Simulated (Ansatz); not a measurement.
Input

```
crystal:
  periodic: [false, false, false]
  atoms:
    - { symbol: Zr, position_ang: [0.421344, 0.325521, -0.50168] }
    - { symbol: Cl, position_ang: [-1.149048, 0.225965, 2.870666] }
    - { symbol: Cl, position_ang: [1.818255, 0.06078, -2.41044] }
    - { symbol: O, position_ang: [-1.116977, 1.39705, -0.900557] }
    - { symbol: H, position_ang: [-2.011483, 1.749748, -1.006548] }
    - { symbol: O, position_ang: [-0.074579, -1.42026, 0.150818] }
    - { symbol: H, position_ang: [-0.541311, -1.756068, 0.935006] }
    - { symbol: O, position_ang: [1.445075, 1.293181, 0.963901] }
    - { symbol: H, position_ang: [2.379811, 1.372484, 1.21461] }
    - { symbol: H, position_ang: [0.024812, 0.800999, 2.568423] }
basis:
  gaussian: { orbitals: def2-SVP }
hamiltonian:
  xc: pbe
  dispersion: d4
relax:
  f_tol: 0.03
  max_steps: 50
output:
  orbitals: {}
```

Command:

```sh
ansatz run input.yaml --threads 4 --pin off --max-ram 5120MiB --backend cpu --events-out ev --progress --plain --runs-dir out
```

The fields are those of the run's last geometry, not of the input's.

Core potentials replace the inner electrons of Zr.

The calculation used RKS PBE-D4/def2-SVP (Ansatz).

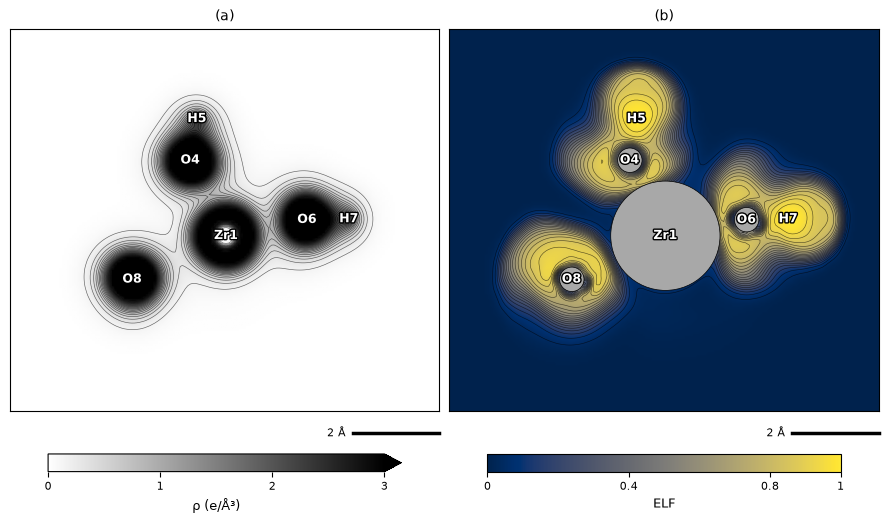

Cl₂H₄O₃Zr. (a) electron density; (b) electron localisation function on the plane of atoms Zr1, O4 and H5. Grey discs cover the atomic cores in the ELF map.

Question: Interpret the plot.

Answer:
- The plane passes through Zr, O and H nuclei.
- Zr–O (1.91 Å): ρ is about 0.93 e/Å³ halfway; the ELF peaks at about 0.80 in the valence shell of O, 0.5 Å from its nucleus, and drops to about 0.20 between the two atoms.
- O–H (0.97 Å): ρ at the midpoint is about 3.6 e/Å³; the ELF climbs to about 1 towards the hydrogen, as it does in any bond to H (a covalent bond by its length).
